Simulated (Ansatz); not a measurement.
**CH5ClOSn: nudged elastic band (part 2 of 2)**

CH5ClOSn; RKS BLYP-D4/def2-SVP (Ansatz 0.2.0). The run did not end well. It belongs to a series of runs on one base structure; here: band between the two ends.

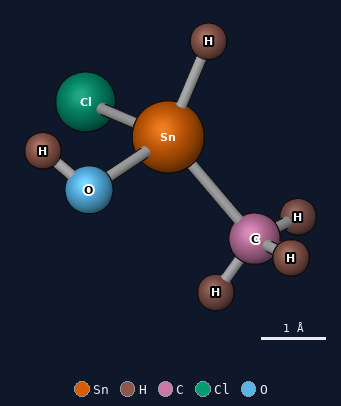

Fig. 1: The input geometry (ball-and-stick view, seen at a tilt). Sticks mark near contacts.

```
Unfinished report: {"positions_ang":[[-0.30593610251205045,-0.043929134494773175,0.6287691651346046],[0.8365552297863983,0.012924575259692647,1.8929489950629885],[2.228828853789228,0.030811200190666067,0.4681632080345724],[2.6121113120085337,-0.9983608438349562,0.5945826274029383],[2.3943990575485863,0.4139875474870525,-0.5634122367920742],[2.6951095798682076,0.7173532360551075,1.1986546408898442],[-0.8064959235860333,1.8976996561037933,-0.691084115113573],[-0.6045658202922973,-1.6508778250107936,-0.5795527028362125],[-1.4111061866105734,-2.0774104117557903,-0.24486857178308874]],"unchecked":["starts","cluster_reference","orbital_swaps","neighbouring_geometries","increment"],"mean_field":{"relativity":"none","state":{"energy":{"ev":-21509.2965153122,"hartree":-790.4520674129012},"converged":true,"gradient_ev":8.235678724787885e-6,"stability":{"kind":"minimum","curvature_ev":40.592009963526166},"curvature_floor_ev":0.00030000000000000003,"spin_squared":7.105427357601002e-15},"others":[],"fillings":{"estimated":0,"unestimated":0,"tried":0,"untried":0,"excluded_magnetic_sites":0},"n_dropped_functions":0,"n_trapped_functions":0,"passes":{"evaluations":4,"products":29},"factors":{"origin":"density fitting in generated functions","count":1077,"bound_ev":null},"gradient_stop_ev":0.00009,"reference_kind":"stationary","functional":{"name":"BLYP","citations":["Becke, Phys. Rev. A 38, 3098 (1988) doi:10.1103/PhysRevA.38.3098","Lee, Yang & Parr, Phys. Rev. B 37, 785 (1988) doi:10.1103/PhysRevB.37.785"],"text":"name \"BLYP\"\ncite \"Becke, Phys. Rev. A 38, 3098 (1988) doi:10.1103/PhysRevA.38.3098\"\ncite \"Lee, Yang & Parr, Phys. Rev. B 37, 785 (1988) doi:10.1103/PhysRevB.37.785\"\nparameter beta = 0.0042\nparameter a = 0.04918\nparameter b = 0.132\nparameter c = 0.2533\nparameter d = 0.349\nexchange = b88_x(beta = beta)\ncorrelation = lyp_c(a = a, b = b, c = c, d = d)\n","parameters":{"a":{"value":0.04918,"default":0.04918},"b":{"value":0.132,"default":0.132},"beta":{"value":0.0042,"default":0.0042},"c":{"value":0.2533,"default":0.2533},"d":{"value":0.349,"default":0.349}},"final_grid":{"core_spheres":13.0,"valence_spheres":11.0,"degree":36.0},"final_grid_parameter_source":"default","radial_points_factor":1.0,"radial_grid_error_ev":9.346635839739679e-7,"grid_sensitivity":"normal","grid_sensitivity_ratio":0.0018663373341989008},"unsmoothed_excess_ev":-0.000333002727554362,"symmetry":{"irreps":["A"],"axes":[[0.9999992963505981,-0.0011178339392699493,-0.0003971719936298679],[0.0011167062702055178,0.9999953770772094,-0.002828213449469177],[0.0004003316305157231,0.002827767934942839,0.9999959217232297]],"occupied":[{"A":29},{"A":29}]},"density_repulsion":{"missed_ev":0.00006410456120221496,"excess_ev":0.00006410456120221496,"most_excess_ev":0.000754,"are_drawn_again":false,"n_first_factors":1077,"energy_change_ev":0.0,"n_dropped_ends":0},"direct_passes":"host"},"factors":{"origin":"density fitting in generated functions","count":1077,"bound_ev":null},"n_frozen":0,"n_occupied":[29,29],"n_virtual":[68,68],"reference":{"ev":-21509.2965153122,"hartree":-790.4520674129012},"dispersion":{"energy":{"ev":-0.4070149132353358,"hartree":-0.014957522176781618},"switches_in_reach":[]},"total":{"ev":-21509.703530225433,"hartree":-790.467024935078},"forces_ev_per_angstrom":[[-0.01408833217795416,-0.04371942486878828,0.03807990580111299],[0.004166670347110251,0.04140227570864503,0.07739076354725516],[-0.08725517696890586,0.02002593506631254,-0.1877394591371913],[-0.05852728291845331,-0.04011538606146469,-0.02647133718666404],[-0.15532301559526593,-0.03384250949655233,0.0802852559805446],[0.023478090894400644,0.04139731308719927,0.01674533872722839],[0.13346049222229872,-0.017194476656640954,0.002370865328712486],[0.5341185590739674,0.22676368370341016,-0.08875531977511002],[-0.3800300048769082,-0.19471741047987223,0.08809398671639701]],"charge_distribution":{"dipole_moment_e_ang":[-0.05060948512786777,-0.2575441113453815,0.4906871876534825],"mulliken_charges_e":[0.516388993394358,0.06571425150475363,-0.28311860234959507,0.04185788684630076,0.05659591572733447,0.031033952290516198,-0.23558740297364267,-0.3734634157845065,0.18057842134449908],"lowdin_charges_e":[0.06532803866268466,0.06815968027228214,-0.1342987012589587,-0.00034127528192717804,0.012806718039403586,-0.005898960729993519,0.03887378568305877,-0.014431585320462403,-0.030197700066104893]},"n_threads":2,"memory_gib":2.556818182580173,"seconds":{"hamiltonian":2.768452209,"orbitals":0.0,"second_order":0.0,"solver_start":0.0,"cycles":0.0,"cycle":0.0,"perturbative":0.0,"full_ci_increment":0.0,"forces":0.0}}
this run last wrote the band of iteration 60 to [file]
Error: NEB band did not converge after 60 iterations: max|band force component| = 5.34e-1 eV/Å (threshold 5.0e-2); raise `neb.max_iterations` in a new run, which can start from the last band evaluated (`neb.initial_path`, with `crystal.atoms` and `neb.final_atoms` set to its first and last images), add images, or start from endpoints closer to local minima. Where this run's directory can be resumed (`checkpoint.write`), a resume goes on for up to `neb.max_iterations` more; to start a new run from the last band, take its images' positions from the `neb_iteration` event of iteration 60 (`data.images[].positions_ang`), in the event stream of the run that computed that iteration (not this run's, if it was resumed behind it). With `checkpoint.write`, `steps/00-neb/state/checkpoint.json` in the run directory holds the last saved band, under `neb.evaluated.images[].positions_ang` (a band under a hybrid functional on support functions is neither saved nor resumed: `neb.initial_path` says where its path is): check the last entry of `neb.iterations` there, which is earlier than 60 if that iteration was not saved or its write failed. If the band's step has no `state` directory and holds `state.next`, a write was cut short, and the file is under `state.next` instead (behind a loss of power it can be under `state.prev`)
this run wrote the band of iteration 60 to [file] as well, whether or not its events were kept: a new run's `neb.initial_path` can list its `images[].positions_ang`
a run's events are kept only if it was started with --events-out <file>, and are in that file
```

The last band as extended XYZ (Å, eV, eV/Å):
```
9
Properties=species:S:1:pos:R:3:forces:R:3 image=0 energy=-21512.13299
Sn    0.2087   -0.0780    0.6485    0.0070  -0.0042   0.0017
H    -0.3789   -0.1566    2.2857   -0.0036   0.0060  -0.0073
C     2.3411    0.0187    0.2760    0.0021   0.0026  -0.0016
H     2.8238   -0.8908    0.6795    0.0016  -0.0007   0.0006
H     2.4859    0.0731   -0.8183    0.0015  -0.0026   0.0031
H     2.7577    0.9212    0.7593    0.0067  -0.0031  -0.0007
Cl   -0.8135    1.8617   -0.3368   -0.0117   0.0038   0.0048
O    -0.4051   -1.6854   -0.4032    0.0009   0.0038   0.0031
H    -1.3808   -1.7617   -0.3864   -0.0045  -0.0057  -0.0038
9
Properties=species:S:1:pos:R:3:forces:R:3 image=1 energy=-21512.10269
Sn    0.1990   -0.0514    0.5389    0.0101  -0.0096   0.0368
H    -0.2261   -0.0955    2.2263   -0.1393   0.0038   0.0128
C     2.3470    0.0273    0.2719    0.0099  -0.0050  -0.0075
H     2.7470   -0.9680    0.5430    0.0296   0.0001  -0.0310
H     2.6275    0.2879   -0.7635   -0.0406  -0.0023  -0.0253
H     2.7310    0.7885    0.9767    0.0422   0.0055  -0.0299
Cl   -0.8895    1.8514   -0.4456    0.0294  -0.0031   0.0246
O    -0.4835   -1.6761   -0.4431    0.0751  -0.0188   0.0421
H    -1.4134   -1.8619   -0.2002   -0.0163   0.0294  -0.0226
9
Properties=species:S:1:pos:R:3:forces:R:3 image=2 energy=-21511.88608
Sn    0.1568   -0.0399    0.4630    0.2217  -0.0205  -0.0181
H     0.1502   -0.0550    2.2004   -0.6578  -0.0330   0.1945
C     2.3044    0.0374    0.2917    0.1002  -0.0151  -0.1024
H     2.6694   -0.9849    0.5099    0.0697   0.0053  -0.1108
H     2.6672    0.4032   -0.6787    0.1488  -0.0118  -0.1410
H     2.6211    0.7120    1.1132    0.0007   0.0066  -0.1161
Cl   -0.9096    1.8571   -0.5534   -0.0052  -0.0363   0.1406
O    -0.5941   -1.6425   -0.5117    0.1760  -0.0106   0.0865
H    -1.4266   -1.9854   -0.1302   -0.0541   0.1154   0.0668
9
Properties=species:S:1:pos:R:3:forces:R:3 image=3 energy=-21511.03543
Sn    0.0118   -0.0374    0.5141    1.6984   0.0219  -0.5967
H     0.5740   -0.0159    2.1206   -1.4510  -0.0840   1.3088
C     2.2217    0.0387    0.3614   -0.0782   0.0633  -0.5269
H     2.6132   -0.9825    0.5553   -0.0587   0.0289  -0.2022
H     2.5124    0.4156   -0.6232    0.5401  -0.0282  -0.3433
H     2.6234    0.7111    1.1609   -0.4124  -0.0785  -0.2426
Cl   -0.8684    1.8807   -0.6289   -0.1662  -0.0853   0.2717
O    -0.6219   -1.6392   -0.5466    0.2079   0.1703   0.1641
H    -1.4274   -2.0689   -0.2093   -0.2799  -0.0083   0.1671
9
Properties=species:S:1:pos:R:3:forces:R:3 image=4 energy=-21509.70320
Sn   -0.3059   -0.0439    0.6288   -0.0141  -0.0437   0.0381
H     0.8366    0.0129    1.8929    0.0042   0.0414   0.0774
C     2.2288    0.0308    0.4682   -0.0873   0.0200  -0.1877
H     2.6121   -0.9984    0.5946   -0.0585  -0.0401  -0.0265
H     2.3944    0.4140   -0.5634   -0.1553  -0.0338   0.0803
H     2.6951    0.7174    1.1987    0.0235   0.0414   0.0167
Cl   -0.8065    1.8977   -0.6911    0.1335  -0.0172   0.0024
O    -0.6046   -1.6509   -0.5796    0.5341   0.2268  -0.0888
H    -1.4111   -2.0774   -0.2449   -0.3800  -0.1947   0.0881
9
Properties=species:S:1:pos:R:3:forces:R:3 image=5 energy=-21512.20199
Sn   -0.6456   -0.0366    0.6897   -1.6273   0.0165   0.3575
H     1.2531    0.0066    1.4674    1.9997   0.0417  -2.0067
C     2.1990    0.0253    0.6745   -0.1635  -0.0596   1.0531
H     2.6284   -0.9956    0.6559   -0.0198   0.0506   0.2542
H     2.2055    0.3966   -0.3908   -1.0497  -0.0726   0.7352
H     2.8198    0.7291    1.2442    0.5772   0.0556   0.1105
Cl   -0.7974    1.9262   -0.7441    0.1874   0.0876  -0.2635
O    -0.6329   -1.6178   -0.6190    0.1148   0.2254  -0.1382
H    -1.3911   -2.1315   -0.2737   -0.0188  -0.3453  -0.1022
9
Properties=species:S:1:pos:R:3:forces:R:3 image=6 energy=-21513.09676
Sn   -1.0127    0.0460    0.6602   -0.2608   0.0293   0.0559
H     1.4299    0.0411    1.4432    0.0461   0.0199  -0.0312
C     2.3141    0.0263    0.7700    0.0841  -0.0360   0.0292
H     2.5830   -1.0265    0.5632    0.0128   0.0260   0.0044
H     2.1010    0.5533   -0.1774   -0.0931   0.0250   0.0321
H     3.1298    0.5425    1.3078    0.0970  -0.0143  -0.0201
Cl   -0.8822    1.8966   -0.9222    0.1004  -0.0639  -0.0344
O    -0.8517   -1.4805   -0.6905   -0.1020   0.0789   0.0136
H    -1.1724   -2.2966   -0.2500    0.1155  -0.0650  -0.0494
9
Properties=species:S:1:pos:R:3:forces:R:3 image=7 energy=-21513.17174
Sn   -1.1176    0.0690    0.6187   -0.0992   0.0048   0.0148
H     1.5548    0.1107    1.6439    0.0159   0.0122   0.0179
C     2.2688    0.0369    0.7974    0.0232  -0.0190   0.0112
H     2.2021   -0.9715    0.3490   -0.0124   0.0070  -0.0117
H     2.0232    0.7967    0.0336   -0.0220   0.0250  -0.0026
H     3.2860    0.2163    1.1938    0.0180  -0.0112  -0.0209
Cl   -0.8567    1.8465   -1.0274    0.0504  -0.0382  -0.0045
O    -0.7907   -1.4724   -0.6806   -0.0129   0.0076   0.0227
H    -0.9310   -2.3299   -0.2243    0.0389   0.0117  -0.0270
9
Properties=species:S:1:pos:R:3:forces:R:3 image=8 energy=-21513.20166
Sn   -1.2861    0.0518    0.5443   -0.0114  -0.0123   0.0084
H     1.7473    0.1217    1.8163    0.0059  -0.0012  -0.0107
C     2.2154    0.0500    0.8125    0.0079  -0.0041   0.0067
H     1.8008   -0.8176    0.2658    0.0126   0.0129   0.0095
H     1.9992    0.9700    0.2378    0.0066  -0.0054   0.0053
H     3.3092   -0.0659    0.9416   -0.0281   0.0013  -0.0115
Cl   -0.7809    1.8080   -1.0604    0.0071   0.0018  -0.0053
O    -0.6363   -1.4739   -0.6496    0.0048   0.0184  -0.0162
H    -0.7298   -2.3420   -0.2041   -0.0052  -0.0113   0.0138
```

The run was set up as follows.

The input:
```yaml
crystal:
  periodic: [false, false, false]
  atoms:
    - { symbol: Sn, position_ang: [0.208673, -0.077981, 0.648461] }
    - { symbol: H, position_ang: [-0.378914, -0.15663, 2.28566] }
    - { symbol: C, position_ang: [2.341052, 0.018669, 0.276035] }
    - { symbol: H, position_ang: [2.823824, -0.890775, 0.679534] }
    - { symbol: H, position_ang: [2.485896, 0.073104, -0.818325] }
    - { symbol: H, position_ang: [2.757744, 0.92122, 0.759317] }
    - { symbol: Cl, position_ang: [-0.813482, 1.861653, -0.33685] }
    - { symbol: O, position_ang: [-0.405111, -1.685396, -0.403199] }
    - { symbol: H, position_ang: [-1.380782, -1.761666, -0.386432] }
basis:
  gaussian: { orbitals: def2-SVP }
hamiltonian:
  xc: blyp
  dispersion: d4
neb:
  order_check: false
  images: 7
  f_tol: 0.05
  max_iterations: 60
  optimiser: lbfgs
  climbing: immediate
  final_atoms:
    - { symbol: Sn, position_ang: [-1.28611091, 0.05175348, 0.54431632] }
    - { symbol: H, position_ang: [1.74726125, 0.12173606, 1.816293] }
    - { symbol: C, position_ang: [2.21543776, 0.0500309, 0.81245665] }
    - { symbol: H, position_ang: [1.80083013, -0.81761148, 0.26582223] }
    - { symbol: H, position_ang: [1.99919989, 0.97001134, 0.23779856] }
    - { symbol: H, position_ang: [3.30923355, -0.06587378, 0.94155973] }
    - { symbol: Cl, position_ang: [-0.78090103, 1.80801932, -1.06038334] }
    - { symbol: O, position_ang: [-0.63628044, -1.47388393, -0.64957579] }
    - { symbol: H, position_ang: [-0.7297702, -2.3419839, -0.20408638] }
  initial_path:
    images:
      - { positions_ang: [[0.208673, -0.077981, 0.648461], [-0.378914, -0.15663, 2.28566], [2.341052, 0.018669, 0.276035], [2.823824, -0.890775, 0.679534], [2.485896, 0.073104, -0.818325], [2.757744, 0.92122, 0.759317], [-0.813482, 1.861653, -0.33685], [-0.405111, -1.685396, -0.403199], [-1.380782, -1.761666, -0.386432]] }
      - { positions_ang: [[0.15494143, -0.06165091, 0.48890111], [-0.02047994, -0.12059125, 2.12280572], [2.31707079, 0.01948367, 0.377863], [2.77070764, -0.92205256, 0.6444113], [2.43299882, 0.1953711, -0.68521406], [2.79179889, 0.82693345, 0.92374232], [-0.90665401, 1.88159845, -0.44199376], [-0.53007816, -1.66939883, -0.46579211], [-1.37140547, -1.84749513, -0.26052252]] }
      - { positions_ang: [[0.10120987, -0.04532083, 0.32934122], [0.33795413, -0.0845525, 1.95995143], [2.29308957, 0.02029834, 0.47969099], [2.71759129, -0.95333012, 0.60928861], [2.38010163, 0.3176382, -0.55210311], [2.82585379, 0.73264691, 1.08816764], [-0.99982601, 1.90154391, -0.54713752], [-0.65504532, -1.65340166, -0.52838522], [-1.36202895, -1.93332425, -0.13461305]] }
      - { positions_ang: [[0.0474783, -0.02899074, 0.16978134], [0.69638819, -0.04851374, 1.79709715], [2.26910836, 0.02111301, 0.58151899], [2.66447493, -0.98460768, 0.57416591], [2.32720445, 0.43990531, -0.41899217], [2.85990868, 0.63836036, 1.25259296], [-1.09299802, 1.92148936, -0.65228129], [-0.78001247, -1.63740449, -0.59097832], [-1.35265242, -2.01915338, -0.00870357]] }
      - { positions_ang: [[-0.00625326, -0.01266066, 0.01022145], [1.05482225, -0.01247499, 1.63424287], [2.24512715, 0.02192768, 0.68334699], [2.61135857, -1.01588524, 0.53904322], [2.27430727, 0.56217241, -0.28588122], [2.89396357, 0.54407382, 1.41701828], [-1.18617002, 1.94143481, -0.75742505], [-0.90497963, -1.62140732, -0.65357143], [-1.3432759, -2.10498251, 0.1172059]] }
      - { positions_ang: [[-0.32621767, 0.00344287, 0.14374517], [1.227932, 0.02107777, 1.6797554], [2.2377048, 0.02895348, 0.7156244], [2.40872646, -0.9663168, 0.47073797], [2.20553042, 0.66413214, -0.15496128], [2.99778107, 0.39158692, 1.29815364], [-1.08485278, 1.90808094, -0.83316462], [-0.83780484, -1.58452647, -0.65257252], [-1.18989947, -2.16423286, 0.03688283]] }
      - { positions_ang: [[-0.64618208, 0.01954641, 0.27726889], [1.40104175, 0.05463054, 1.72526793], [2.23028246, 0.03597929, 0.74790182], [2.20609435, -0.91674836, 0.40243272], [2.13675358, 0.76609188, -0.02404133], [3.10159856, 0.23910002, 1.17928901], [-0.98353553, 1.87472706, -0.9089042], [-0.77063004, -1.54764562, -0.65157361], [-1.03652305, -2.2234832, -0.04344024]] }
      - { positions_ang: [[-0.9661465, 0.03564994, 0.4107926], [1.5741515, 0.0881833, 1.77078047], [2.22286011, 0.04300509, 0.78017924], [2.00346224, -0.86717992, 0.33412748], [2.06797673, 0.86805161, 0.10687862], [3.20541605, 0.08661312, 1.06042437], [-0.88221828, 1.84137319, -0.98464377], [-0.70345524, -1.51076478, -0.6505747], [-0.88314662, -2.28273355, -0.12376331]] }
      - { positions_ang: [[-1.28611091, 0.05175348, 0.54431632], [1.74726125, 0.12173606, 1.816293], [2.21543776, 0.0500309, 0.81245665], [1.80083013, -0.81761148, 0.26582223], [1.99919989, 0.97001134, 0.23779856], [3.30923355, -0.06587378, 0.94155973], [-0.78090103, 1.80801932, -1.06038334], [-0.63628044, -1.47388393, -0.64957579], [-0.7297702, -2.3419839, -0.20408638]] }
```

Launched with:
```bash
ansatz run input.yaml --threads 2 --pin off --max-ram 3072MiB --backend cpu --events-out ev --progress --plain --runs-dir out
```

Outcome:

- outcome: not converged
- barrier, forward (band not converged): 2.430 eV
- barrier, backward: 3.498 eV
- hardware: 2 threads of Arm Neoverse N1, 24 GiB of memory available, shared host
- wall time: 18 min (CPU time 35 min)
- peak memory: 0.14 GiB

Diagnosis:

The run did not converge: “NEB band did not converge after 60 iterations: max|band force component| = 5.34e-1 eV/Å (threshold 5.0e-2); raise `neb.max_iterations` in a new run, which can start from the last band evaluated (`neb.initial_path`, with `crystal.atoms` and `neb.final_atoms` set to its first and last images), add images, or start from endpoints closer to local minima …” Its last values are not results.
